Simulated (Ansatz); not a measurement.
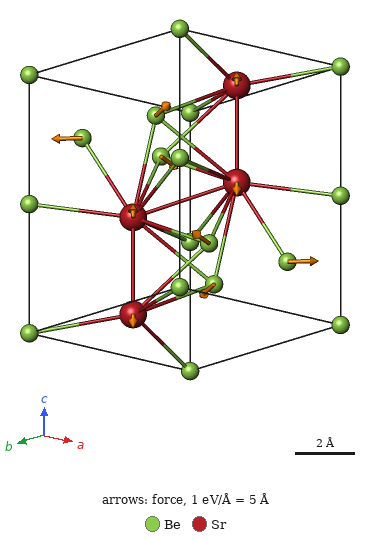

Starting geometry of a crystal of SrBe₂ (a generated structure, set up in P6_3/mmc) with the computed forces as orange arrows. A ball-and-stick model of the cell of the calculation, seen from a free direction.

The start is a swapped structure.

All numbers below come from Ansatz, DFT, PAW plane waves, r2SCAN.

Input
```yaml
crystal:
  lattice:
    - [6.13832, 0.0, 0.0]
    - [-3.06916, 5.315944, 0.0]
    - [0.0, 0.0, 9.962627]
  atoms:
    - { symbol: Be, position: [0.0, 0.0, 0.0] }
    - { symbol: Be, position: [0.0, 0.0, 0.5] }
    - { symbol: Sr, position: [0.3333, 0.6667, 0.062] }
    - { symbol: Sr, position: [0.6666, 0.3333, 0.562] }
    - { symbol: Sr, position: [0.3333, 0.6667, 0.438] }
    - { symbol: Sr, position: [0.6667, 0.3334, 0.938] }
    - { symbol: Be, position: [0.8293, 0.6586, 0.25] }
    - { symbol: Be, position: [0.1707, 0.8293, 0.75] }
    - { symbol: Be, position: [0.3414, 0.1707, 0.25] }
    - { symbol: Be, position: [0.1707, 0.3414, 0.75] }
    - { symbol: Be, position: [0.8293, 0.1707, 0.25] }
    - { symbol: Be, position: [0.6586, 0.8293, 0.75] }
  symmetry: { tolerance: 0.0003 }
kpoints:
  mp_grid: { grid: [6, 6, 4], shift: [0, 0, 0] }
magnetization:
  spin_polarized: false
scf:
  occupations: { method: methfessel_paxton, width: 0.0207 }
  lower_state_search: "off"
hamiltonian:
  pseudopotentials: { kind: paw }
  xc: r2scan
basis:
  ecutwfc: 500
  fft_grid_basis: typed
relax:
  max_steps: 60
  cell: { p_target: 0.0 }
output:
  forces: true
  stress: true
  eigenvalues: true
  bader: true
  populations: true
  elf: true
  write_potential: true
  volumetric_format: npy
  dos:
    e_range: [-12, 8]
    de: 0.05
    projected: { site_lists: { Be: [Be], Sr: [Sr] } }
  write_density: true
checkpoint:
  read: saved_state
```

Command:
```bash
ansatz run input.yaml --threads 2 --pin off --max-ram 2560MiB --backend cpu --events-out ev --progress --plain --runs-dir out
```

> What follows when this structure is relaxed?

It isn't relaxed: the largest force vector, on Be atoms, is 0.22 eV/Å. The atoms end up moving mostly along the starting forces (cosine between the two patterns 1.00). The largest moves relative to the cell, 0.52 Å, are those of Be7, Be8, Be9, Be10, Be11 and Be12. Be11 goes along [1 −1 0]. Largest moves by element: Be 0.52 Å, Sr 0.20 Å. The volume changes by −29.3 %, with a = b 6.138 → 5.835 Å (−4.9 %), c 9.963 → 7.788 Å (−21.8 %). Near-neighbour distances that change, for instance: Be10–Be12 3.143 → 2.092 Å, Be1–Be10 3.082 → 2.291 Å, Sr3–Be10 3.557 → 3.105 Å, Sr3–Sr5 3.746 → 3.330 Å. Bond angles that change, for instance: Sr3–Be8–Sr5 121.8° → 91.8°, Sr4–Be8–Sr6 178.6° → 163.8°, Sr3–Be8–Sr4 117.5° → 104.7°. The space group stays P6_3/mmc (No. 194). After 9 accepted moves (10 points after the start) the energy has fallen by 545 meV per atom. Largest force component: 0.22 eV/Å at the start, 0.0024 eV/Å at the end. The pressure goes from −8.92 to −0.01 GPa. The SCF was repeated once at an unchanged geometry on a basis and grid sized afresh for the cell, which shifted the energy by 0.3 meV per atom at most. The run took 5.6 min on 2 threads of Arm Neoverse V1, on a shared host, peak memory 1.3 GiB.
